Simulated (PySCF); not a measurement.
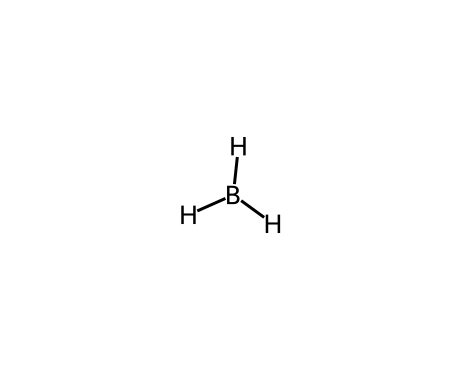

Figure made from data computed with PySCF.

2D structure.

Write the SMILES.

Answer. B

Give the formula, hydrogens included.

Answer. BH3.

An optimisation with PBE0-D3(BJ)/def2-SVP gave a structure of which point group?

Answer. D3h.
